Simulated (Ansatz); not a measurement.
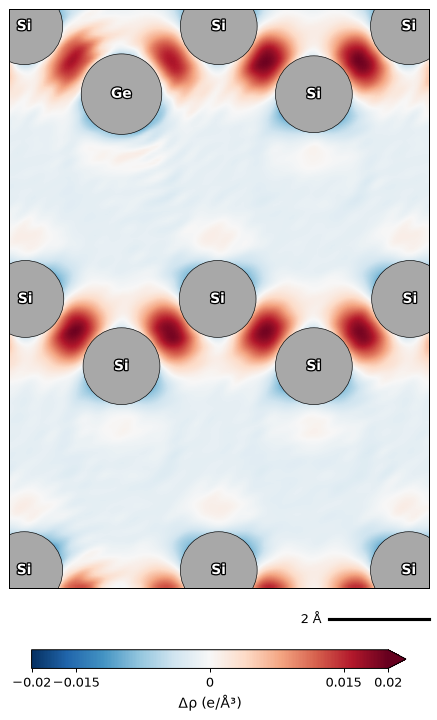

Si$_{13}$Ge$_{3}$. Difference of the valence pseudo-densities of two functionals at the same geometry, on the (11̄0) plane of the calculation cell: one of PBEsol and r2SCAN less the other.

Both computed with Ansatz (plane waves, PAW), on the same k-point mesh. Grey discs cover the atomic cores.

```
CELL_PARAMETERS angstrom
0.00043 5.47323 5.47272
5.47249 0.00117 5.47199
5.47366 5.47366 0.00000
ATOMIC_POSITIONS crystal
Ge 0.37652 0.37054 0.37647
Ge 0.37514 0.37495 0.87496
Si 0.37640 0.87632 0.37641
Si 0.37640 0.87632 0.87087
Si 0.87492 0.37492 0.37520
Si 0.87492 0.37492 0.87496
Si 0.87087 0.87635 0.37639
Si 0.87494 0.87517 0.87494
Si 0.24724 0.24732 0.25266
Si 0.24724 0.24732 0.75279
Ge 0.24840 0.75449 0.24855
Si 0.24847 0.75412 0.74870
Si 0.75420 0.24848 0.24866
Si 0.75410 0.24851 0.74870
Si 0.75012 0.75014 0.24988
Si 0.75012 0.75014 0.74986
```

> Which was subtracted from which, and what does the map show?

It is r2SCAN less PBEsol. Against PBEsol, r2SCAN gives a change of +0.020 e/Å³ at the midpoint of Si–Si and +0.016 e/Å³ at the midpoint of Si–Ge.
